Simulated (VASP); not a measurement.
Band structure of HfSi (relaxed from the CsCl structure, space group Pm-3m). Level of theory: r2SCAN meta-GGA, VASP's PBE PAW potentials (set 64) (plane waves; VASP 6.6.1).

Unless said otherwise, spin-orbit coupling is left out, though it shifts the bands of the heavy elements here.

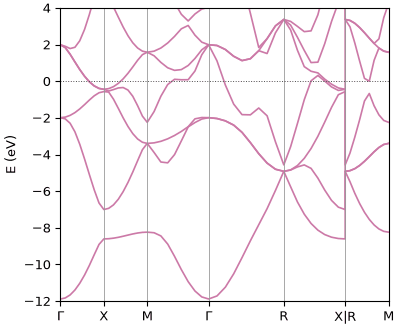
Fig. 1. Bands along high-symmetry lines, zero at the valence-band maximum or, without a gap, the Fermi level

Question: Read the plot: is there a gap, and where are the band edges?

Answer: It has no gap at this level: it comes out as a metal or semimetal.

The structure was generated: HfSi was put into the CsCl type (Pm-3m), which need not be its known phase. It was relaxed first.
